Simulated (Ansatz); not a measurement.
# BHO (singlet): correlated methods under varied settings at distance B1–O2 = 1.272 Å

What do other methods and options give for BHO (singlet) at this geometry, and how long do they take?

Method: the settings change from run to run; program: Ansatz 0.2.0, Gaussian basis.

24 further runs of the same task are left out: 8 for a known fault of the program, 12 that didn't finish, 4 set aside as unsound or not needed.

## Step 1: The system

The geometry derives from a PBE0/def2-TZVP stationary point (not a proven minimum). One bond is set to the value named and the two fragments are kept rigid.

3 atoms, charge 0, spin multiplicity 1.

Atoms are counted from 1 here; the program's logs count them from 0.

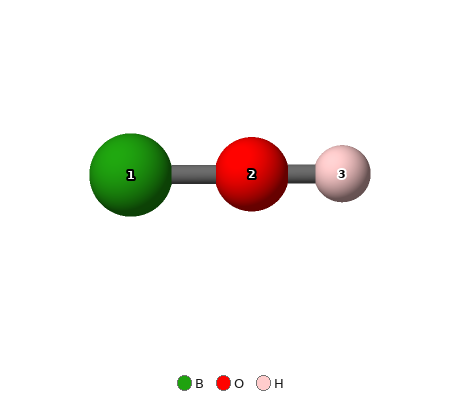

The structure; boron green, oxygen red, hydrogen pink; atoms are numbered from 1 in the order of the file.

## Step 2: NEVPT4(SD)(8,6)/6-31G

The input, in.yaml:

```yaml
crystal:
  periodic: [false, false, false]
  atoms:
    - {symbol: B, position_ang: [0.000000, 0.000000, 1.165459]}
    - {symbol: O, position_ang: [0.000000, 0.000000, -0.106612]}
    - {symbol: H, position_ang: [0.000000, 0.000000, -1.058847]}
basis:
  gaussian: {orbitals: 6-31G}
correlation: {method: fic_nevpt4_sd, electrons: outside_noble_gas, active_space: {window: {electrons: 8, orbitals: 6}}}
```

On the command line:

```sh
$ ansatz run in.yaml --threads 1 --pin off --events-out ev --progress --plain --max-ram 2393MiB
```

The program printed:

```text
Functional definition: HF
  name "HF"
  cite "Fock, Z. Phys. 61, 126 (1930) doi:10.1007/BF01340294"
  parent pbe
  exchange = exact_x
  correlation = 0
233 factors; integrals over basis functions are off by at most 2.6e-4 eV
mean field evaluation 1: about -2721.3504 eV, gradient 2.6e1 eV
mean field evaluation 2: about -2721.3524 eV, gradient 2.6e1 eV
mean field evaluation 4: about -2722.5946 eV, gradient 1.5e0 eV
mean field evaluation 8: about -2722.6055 eV, gradient 4.5e-4 eV
mean field -2722.60547316 eV, -100.0539056904 hartree, gradient 1.8e-6 eV, S^2 0.000000; 0 other end points of the search recorded, 0 dependent functions left out
reference -2722.60547316 eV, -100.0539056904 hartree; 7, 7 occupied and 13, 13 virtual orbitals, 233 factors
state -2723.93916298 eV, -100.1029178872 hartree
state -2723.93916298 eV, -100.1029178872 hartree; corrected -2727.24744546 eV, -100.2244950259 hartree
Total energy: -2727.24744546 eV, -100.2244950259 hartree
```

Run time: 0.79 s. Hardware: 1 thread of Arm Neoverse V1, shared host.

From the report: 57 determinants; active occupations 2.00, 2.00, 1.98, 1.98, 0.02, 0.02.

## Step 3: MRCISD+Q(12,7)/6-31G

Changes to in.yaml since step 2:

```diff
@@ -8,2 +8,3 @@
   gaussian: {orbitals: 6-31G}
-correlation: {method: fic_nevpt4_sd, electrons: outside_noble_gas, active_space: {window: {electrons: 8, orbitals: 6}}}
+correlation: {method: fic_mrcisd_q, electrons: all, active_space: {window: {electrons: 12, orbitals: 7}, states: [{multiplicity: 1, weights: [1, 0.5]}]}}
+scf: {lower_state_search: off}
```

The command is unchanged.

The program printed (excerpt; [...] marks lines left out):

```text
Functional definition: HF
  name "HF"
  cite "Fock, Z. Phys. 61, 126 (1930) doi:10.1007/BF01340294"
  parent pbe
[...]
386 factors; integrals over basis functions are off by at most 1.1e-7 eV
[...]
mean field -2722.60550361 eV, -100.0539068092 hartree, gradient 1.8e-6 eV, S^2 0.000000; 0 other end points of the search recorded, 0 dependent functions left out
reference -2722.60550361 eV, -100.0539068092 hartree; 7, 7 occupied and 13, 13 virtual orbitals, 386 factors
state -2722.98970029 eV, -100.0680257770 hartree
state -2715.85637756 eV, -99.8058810016 hartree
contracted CI cycle   1: correlation 0.00000000 eV, 0.0000000000 hartree, residual 2.03e1 eV
contracted CI cycle   2: correlation -3.97941524 eV, -0.1462408129 hartree, residual 3.99e0 eV
contracted CI cycle   3: correlation -4.22546983 eV, -0.1552831520 hartree, residual 1.40e0 eV
contracted CI cycle   4: correlation -4.25122560 eV, -0.1562296592 hartree, residual 4.18e-1 eV
[...]
contracted CI cycle   3: correlation -4.31980104 eV, -0.1587497600 hartree, residual 1.28e0 eV
contracted CI cycle   4: correlation -4.33923824 eV, -0.1594640642 hartree, residual 3.21e-1 eV
contracted CI cycle   5: correlation -4.34061103 eV, -0.1595145133 hartree, residual 9.74e-2 eV
contracted CI cycle   6: correlation -4.34073585 eV, -0.1595191002 hartree, residual 3.02e-2 eV
contracted CI cycle   7: correlation -4.34074648 eV, -0.1595194907 hartree, residual 8.80e-3 eV
contracted CI cycle   8: correlation -4.34074720 eV, -0.1595195172 hartree, residual 2.21e-3 eV
contracted CI cycle   9: correlation -4.34074725 eV, -0.1595195192 hartree, residual 9.13e-4 eV
state -2715.85637756 eV, -99.8058810016 hartree; corrected -2720.50675574 eV, -99.9767792478 hartree
WARN: 3 active orbitals are nearly empty or full. The corrections depend on them more than the energy does, and are more stable in an active space without them
Total energy: -2725.18522370 eV, -100.1487097740 hartree
Checks for a lower state left out: stability, starts, cluster_reference, orbital_swaps, neighbouring_geometries, increment
```

Wall time 1.1 s (1 thread of Arm Neoverse V1, shared host).

From the report: 21 determinants; active occupations (of the averaged states) 2.00, 2.00, 2.00, 2.00, 2.00, 1.64, 0.37. The report marks this result as in doubt.

## Step 4: NEVPT2(6,4)/6-31G*

The input, in.yaml:

```yaml
crystal:
  periodic: [false, false, false]
  atoms:
    - {symbol: B, position_ang: [0.000000, 0.000000, 1.165459]}
    - {symbol: O, position_ang: [0.000000, 0.000000, -0.106612]}
    - {symbol: H, position_ang: [0.000000, 0.000000, -1.058847]}
basis:
  gaussian: {orbitals: "6-31G*"}
correlation: {method: sc_nevpt2, electrons: all, active_space: {window: {electrons: 6, orbitals: 4}}}
output: {forces: true}
```

Same command.

The program printed (excerpt; [...] marks lines left out):

```text
Functional definition: HF
  name "HF"
  cite "Fock, Z. Phys. 61, 126 (1930) doi:10.1007/BF01340294"
  parent pbe
[...]
300 factors; integrals over basis functions are off by at most 5.2e-4 eV
[...]
mean field -2723.43209195 eV, -100.0842833706 hartree, gradient 3.2e-6 eV, S^2 0.000000; 0 other end points of the search recorded, 0 dependent functions left out
reference -2723.43209195 eV, -100.0842833706 hartree; 7, 7 occupied and 25, 25 virtual orbitals, 300 factors
state -2723.92463178 eV, -100.1023838757 hartree
state -2723.92463178 eV, -100.1023838757 hartree; corrected -2729.96757684 eV, -100.3244580105 hartree
WARN: 1 active orbitals are nearly empty or full. The corrections depend on them more than the energy does, and are more stable in an active space without them
[...]
Total energy: -2729.96757684 eV, -100.3244580105 hartree
Atom 0 at     0.000000     0.000000     1.165459 Å, force     0.000000    -0.000000     0.779929 eV/Å
Atom 1 at     0.000000     0.000000    -0.106612 Å, force    -0.000000     0.000000    -0.623697 eV/Å
Atom 2 at     0.000000     0.000000    -1.058847 Å, force     0.000000    -0.000000    -0.156232 eV/Å
Dipole moment:    -0.000000     0.000000    -0.839199 e Å
```

It took 0.48 s on 1 thread of Arm Neoverse V1, shared host.

From the report: 8 determinants; active occupations 2.00, 2.00, 1.94, 0.06. The report marks this result as in doubt.

## Step 5: MP2 on UHF/6-31G

The input, in.yaml:

```yaml
crystal:
  periodic: [false, false, false]
  atoms:
    - {symbol: B, position_ang: [0.000000, 0.000000, 1.165459]}
    - {symbol: O, position_ang: [0.000000, 0.000000, -0.106612]}
    - {symbol: H, position_ang: [0.000000, 0.000000, -1.058847]}
basis:
  gaussian: {orbitals: 6-31G, fitting: {mean_field: def2-universal-jkfit}, point_charges: [{charge: -1.00, position_ang: [3.482, 0.671, 0.174]}]}
magnetization: {spin_polarized: true, initial_magnetization: 0}
correlation: {method: mp2, electrons: valence}
```

The command is unchanged.

The program printed:

```text
Functional definition: HF
  name "HF"
  cite "Fock, Z. Phys. 61, 126 (1930) doi:10.1007/BF01340294"
  parent pbe
  exchange = exact_x
  correlation = 0
170 factors; integrals over basis functions are off by at most 1.8e-2 eV
mean field evaluation 1: about -2721.4809 eV, gradient 1.8e1 eV
mean field evaluation 2: about -2722.2592 eV, gradient 1.2e1 eV
mean field evaluation 4: about -2722.7207 eV, gradient 1.6e-1 eV
mean field evaluation 8: about -2722.4613 eV, gradient 1.8e0 eV
mean field evaluation 16: about -2722.4448 eV, gradient 1.9e0 eV
mean field -2722.72114684 eV, -100.0581566198 hartree, gradient 7.2e-7 eV, S^2 0.000000; 4 other end points of the search recorded, 0 dependent functions left out
2 core orbitals not correlated: weight in the atoms' cores, before any rotation towards them, 1.000 or more for the frozen orbitals, at most 0.000 for the correlated occupied ones
reference -2722.72114684 eV, -100.0581566198 hartree; 5, 5 occupied and 13, 13 virtual orbitals, 170 factors
second order -4.42347899 eV of doubles, -0.00000000 eV of singles
Total energy: -2727.14462583 eV, -100.2207164744 hartree
```

It took 0.12 s on 1 thread of Arm Neoverse V1, shared host.

From the report: ⟨S²⟩ of the determinant 0.000 (pure singlet: 0.00).

## Step 6: MP2 on RHF/6-31++G**

The input, in.yaml:

```yaml
crystal:
  periodic: [false, false, false]
  atoms:
    - {symbol: B, position_ang: [0.000000, 0.000000, 1.165459]}
    - {symbol: O, position_ang: [0.000000, 0.000000, -0.106612]}
    - {symbol: H, position_ang: [0.000000, 0.000000, -1.058847]}
basis:
  gaussian: {orbitals: "6-31++G**"}
magnetization: {spin_polarized: false}
correlation: {method: mp2, electrons: outside_noble_gas}
accuracy: high
output: {forces: true}
```

Launched as before.

The program printed (excerpt; [...] marks lines left out):

```text
Functional definition: HF
  name "HF"
  cite "Fock, Z. Phys. 61, 126 (1930) doi:10.1007/BF01340294"
  parent pbe
[...]
745 factors; integrals over basis functions are off by at most 3.6e-9 eV
[...]
mean field -2723.91677759 eV, -100.1020952393 hartree, gradient 2.9e-8 eV, S^2 0.000000; 0 other end points of the search recorded, 0 dependent functions left out
2 core orbitals not correlated: weight in the atoms' cores, before any rotation towards them, 1.000 or more for the frozen orbitals, at most 0.000 for the correlated occupied ones
reference -2723.91677759 eV, -100.1020952393 hartree; 5, 5 occupied and 37, 37 virtual orbitals, 745 factors
second order -6.76823149 eV of doubles, -0.00000000 eV of singles
[...]
Total energy: -2730.68500908 eV, -100.3508231590 hartree
Atom 0 at     0.000000     0.000000     1.165459 Å, force    -0.000000     0.000000     0.921443 eV/Å
Atom 1 at     0.000000     0.000000    -0.106612 Å, force     0.000000    -0.000000    -0.716503 eV/Å
Atom 2 at     0.000000     0.000000    -1.058847 Å, force    -0.000000    -0.000000    -0.204940 eV/Å
Dipole moment:     0.000000    -0.000000    -0.812864 e Å
```

Wall time 0.67 s (1 thread of Arm Neoverse V1, shared host).

## Step 7: CCSD on RHF/def2-SVP

The input, in.yaml:

```yaml
crystal:
  periodic: [false, false, false]
  atoms:
    - {symbol: B, position_ang: [0.000000, 0.000000, 1.165459]}
    - {symbol: O, position_ang: [0.000000, 0.000000, -0.106612]}
    - {symbol: H, position_ang: [0.000000, 0.000000, -1.058847]}
basis:
  gaussian: {orbitals: def2-SVP, point_charges: [{charge: 0.50, position_ang: [4.418, 0.662, 0.344]}]}
magnetization: {spin_polarized: false}
hamiltonian: {pseudopotentials: {relativity: none}}
correlation: {method: ccsd, electrons: outside_noble_gas}
scf: {lower_state_search: off}
```

Launched as before.

The program printed (excerpt; [...] marks lines left out):

```text
Functional definition: HF
  name "HF"
  cite "Fock, Z. Phys. 61, 126 (1930) doi:10.1007/BF01340294"
  parent pbe
[...]
329 factors; integrals over basis functions are off by at most 9.2e-4 eV
[...]
mean field -2721.59856349 eV, -100.0169024426 hartree, gradient 2.6e-6 eV, S^2 0.000000; 0 other end points of the search recorded, 0 dependent functions left out
2 core orbitals not correlated: weight in the atoms' cores, before any rotation towards them, 1.000 or more for the frozen orbitals, at most 0.000 for the correlated occupied ones
reference -2721.59856349 eV, -100.0169024426 hartree; 5, 5 occupied and 26, 26 virtual orbitals, 329 factors
second order -6.77371843 eV of doubles, -0.00000000 eV of singles
cycle   1  -6.95499839 eV  change   -1.8e-1 eV  update   7.9e-2
[...]
cycle   9  -7.26039103 eV  change   -4.8e-6 eV  update   8.2e-6
Total energy: -2728.85895452 eV, -100.2837168917 hartree
Checks for a lower state left out: stability, starts, cluster_reference, orbital_swaps, neighbouring_geometries, increment
```

Wall time 0.22 s (1 thread of Arm Neoverse V1, shared host).

From the report: correlation -7.2604 eV; T1 0.017; largest double amplitude 0.10.

## Step 8: MRCISD+Q(2,7)/6-31G

The input, in.yaml:

```yaml
crystal:
  periodic: [false, false, false]
  atoms:
    - {symbol: B, position_ang: [0.000000, 0.000000, 1.165459]}
    - {symbol: O, position_ang: [0.000000, 0.000000, -0.106612]}
    - {symbol: H, position_ang: [0.000000, 0.000000, -1.058847]}
basis:
  gaussian: {orbitals: 6-31G}
correlation: {method: fic_mrcisd_q, electrons: outside_noble_gas, active_space: {window: {electrons: 2, orbitals: 7}, states: [{multiplicity: 1, weights: [1, 0.5]}, {multiplicity: 3, weights: [1]}]}}
scf: {lower_state_search: light}
```

The command is unchanged.

The program printed (excerpt; [...] marks lines left out):

```text
Functional definition: HF
  name "HF"
  cite "Fock, Z. Phys. 61, 126 (1930) doi:10.1007/BF01340294"
  parent pbe
[...]
386 factors; integrals over basis functions are off by at most 1.1e-7 eV
[...]
mean field -2722.60550361 eV, -100.0539068092 hartree, gradient 1.8e-6 eV, S^2 0.000000; 0 other end points of the search recorded, 0 dependent functions left out
reference -2722.60550361 eV, -100.0539068092 hartree; 7, 7 occupied and 13, 13 virtual orbitals, 386 factors
state -2723.42521329 eV, -100.0840305844 hartree
state -2716.18807705 eV, -99.8180707330 hartree
contracted CI cycle   1: correlation 0.00000000 eV, 0.0000000000 hartree, residual 1.92e1 eV
contracted CI cycle   2: correlation -3.66164784 eV, -0.1345630760 hartree, residual 3.19e0 eV
contracted CI cycle   3: correlation -3.83492904 eV, -0.1409310427 hartree, residual 1.20e0 eV
[...]
state -2719.85510247 eV, -99.9528314318 hartree
contracted CI cycle   1: correlation 0.00000000 eV, 0.0000000000 hartree, residual 1.90e1 eV
contracted CI cycle   2: correlation -3.64251911 eV, -0.1338601085 hartree, residual 2.98e0 eV
contracted CI cycle   3: correlation -3.79784561 eV, -0.1395682520 hartree, residual 9.56e-1 eV
contracted CI cycle   4: correlation -3.81274657 eV, -0.1401158521 hartree, residual 2.83e-1 eV
contracted CI cycle   5: correlation -3.81429327 eV, -0.1401726922 hartree, residual 8.65e-2 eV
contracted CI cycle   6: correlation -3.81442503 eV, -0.1401775345 hartree, residual 2.38e-2 eV
contracted CI cycle   7: correlation -3.81443501 eV, -0.1401779011 hartree, residual 5.95e-3 eV
contracted CI cycle   8: correlation -3.81443562 eV, -0.1401779236 hartree, residual 1.64e-3 eV
contracted CI cycle   9: correlation -3.81443567 eV, -0.1401779255 hartree, residual 4.34e-4 eV
state -2719.85510247 eV, -99.9528314318 hartree; corrected -2723.87617400 eV, -100.1006030851 hartree
Total energy: -2724.63464960 eV, -100.1284765490 hartree
```

It took 2.3 s on 1 thread of Arm Neoverse V1, shared host.

From the report: 25 determinants; active occupations (of the averaged states) 1.36, 0.61, 0.02, 0.01, 0.00, 0.00, 0.00.

## Step 9: MRCISD+Q(relaxed)(6,3)/6-31G

The input, in.yaml:

```yaml
crystal:
  periodic: [false, false, false]
  atoms:
    - {symbol: B, position_ang: [0.000000, 0.000000, 1.165459]}
    - {symbol: O, position_ang: [0.000000, 0.000000, -0.106612]}
    - {symbol: H, position_ang: [0.000000, 0.000000, -1.058847]}
basis:
  gaussian: {orbitals: 6-31G}
correlation: {method: fic_mrcisd_q_relaxed, electrons: all, active_space: {window: {electrons: 6, orbitals: 3}}}
accuracy: high
```

Same command.

The program printed (excerpt; [...] marks lines left out):

```text
Functional definition: HF
  name "HF"
  cite "Fock, Z. Phys. 61, 126 (1930) doi:10.1007/BF01340294"
  parent pbe
[...]
410 factors; integrals over basis functions are off by at most 2.1e-9 eV
[...]
mean field -2722.60550365 eV, -100.0539068107 hartree, gradient 1.6e-8 eV, S^2 0.000000; 0 other end points of the search recorded, 0 dependent functions left out
reference -2722.60550365 eV, -100.0539068107 hartree; 7, 7 occupied and 13, 13 virtual orbitals, 410 factors
state -2722.60550365 eV, -100.0539068107 hartree
contracted CI cycle   1: correlation 0.00000000 eV, 0.0000000000 hartree, residual 2.06e1 eV
contracted CI cycle   2: correlation -4.22814772 eV, -0.1553815629 hartree, residual 3.84e0 eV
contracted CI cycle   3: correlation -4.53008856 eV, -0.1664776841 hartree, residual 1.45e0 eV
contracted CI cycle   4: correlation -4.56599441 eV, -0.1677971997 hartree, residual 5.41e-1 eV
[...]
contracted CI cycle   7: correlation -4.57197759 eV, -0.1680170776 hartree, residual 1.49e-2 eV
contracted CI cycle   8: correlation -4.57198129 eV, -0.1680172135 hartree, residual 4.30e-3 eV
contracted CI cycle   9: correlation -4.57198150 eV, -0.1680172213 hartree, residual 1.12e-3 eV
contracted CI cycle  10: correlation -4.57198152 eV, -0.1680172218 hartree, residual 2.80e-4 eV
contracted CI cycle  11: correlation -4.57198152 eV, -0.1680172218 hartree, residual 1.18e-4 eV
contracted CI cycle  12: correlation -4.57198152 eV, -0.1680172218 hartree, residual 4.51e-5 eV
contracted CI cycle  13: correlation -4.57198152 eV, -0.1680172218 hartree, residual 1.21e-5 eV
contracted CI cycle  14: correlation -4.57198152 eV, -0.1680172218 hartree, residual 3.69e-6 eV
contracted CI cycle  15: correlation -4.57198152 eV, -0.1680172218 hartree, residual 1.02e-6 eV
state -2722.60550365 eV, -100.0539068107 hartree; corrected -2727.54213429 eV, -100.2353246407 hartree
WARN: 3 active orbitals are nearly empty or full. The corrections depend on them more than the energy does, and are more stable in an active space without them
Total energy: -2727.54213429 eV, -100.2353246407 hartree
```

Wall time 0.58 s (1 thread of Arm Neoverse V1, shared host).

From the report: 1 determinant; active occupations 2.00, 2.00, 2.00. The report marks this result as in doubt.

## Step 10: MP2 on RHF/6-31G

Changes to in.yaml since step 9:

```diff
@@ -8,3 +8,5 @@
   gaussian: {orbitals: 6-31G}
-correlation: {method: fic_mrcisd_q_relaxed, electrons: all, active_space: {window: {electrons: 6, orbitals: 3}}}
+magnetization: {spin_polarized: false}
+correlation: {method: mp2, electrons: outside_noble_gas}
 accuracy: high
+output: {forces: true}
```

The command is unchanged.

The program printed (excerpt; [...] marks lines left out):

```text
Functional definition: HF
  name "HF"
  cite "Fock, Z. Phys. 61, 126 (1930) doi:10.1007/BF01340294"
  parent pbe
[...]
410 factors; integrals over basis functions are off by at most 2.1e-9 eV
[...]
mean field -2722.60550365 eV, -100.0539068107 hartree, gradient 1.6e-8 eV, S^2 0.000000; 0 other end points of the search recorded, 0 dependent functions left out
2 core orbitals not correlated: weight in the atoms' cores, before any rotation towards them, 1.000 or more for the frozen orbitals, at most 0.000 for the correlated occupied ones
reference -2722.60550365 eV, -100.0539068107 hartree; 5, 5 occupied and 13, 13 virtual orbitals, 410 factors
second order -4.42880266 eV of doubles, -0.00000000 eV of singles
[...]
Total energy: -2727.03430631 eV, -100.2166623065 hartree
Atom 0 at     0.000000     0.000000     1.165459 Å, force     0.000000    -0.000000     2.401645 eV/Å
Atom 1 at     0.000000     0.000000    -0.106612 Å, force    -0.000000     0.000000    -1.994074 eV/Å
Atom 2 at     0.000000     0.000000    -1.058847 Å, force     0.000000    -0.000000    -0.407571 eV/Å
Dipole moment:    -0.000000     0.000000    -0.812498 e Å
```

It took 0.24 s on 1 thread of Arm Neoverse V1, shared host.

## Step 11: The runs in one table

Where basis and cores are those of an earlier FCI/6-31G run (-2727.5776 eV), and the state is the same kind, the miss against it is given. † marks a result that the program doubts.

```tsv
level	correlated	functions	energy (eV)	from FCI (meV)	time
NEVPT4(SD)(8,6)/6-31G	outside noble gas	20	-2727.2474	330.1	0.79 s
MRCISD+Q(12,7)/6-31G (mean of several states) †	all	20	-2725.1852		1.1 s
NEVPT2(6,4)/6-31G* †	all	32	-2729.9676		0.48 s
MP2 on UHF/6-31G (beside a point charge)	valence	20	-2727.1446		0.12 s
MP2 on RHF/6-31++G**	outside noble gas	44	-2730.6850		0.67 s
CCSD on RHF/def2-SVP (beside a point charge)	outside noble gas	33	-2728.8590		0.22 s
MRCISD+Q(2,7)/6-31G (mean of several states)	outside noble gas	20	-2724.6346		2.3 s
MRCISD+Q(relaxed)(6,3)/6-31G †	all	20	-2727.5421		0.58 s
MP2 on RHF/6-31G	outside noble gas	20	-2727.0343	543.3	0.24 s
```

## Step 12: Results

| quantity | value |
| --- | --- |
| runs | 9 |
| quickest | MP2 on UHF/6-31G (beside a point charge), 0.12 s |
| slowest | MRCISD+Q(2,7)/6-31G (mean of several states), 2.3 s |

Total energies in different bases, with other cores or another treatment of relativity can't be set against each other. MRCISD+Q(2,7)/6-31G (mean of several states) took 19 times as long as MP2 on UHF/6-31G (beside a point charge); the jobs differ in more than the method. Among the correlated runs with a miss given, it spans +330 to +543 meV.
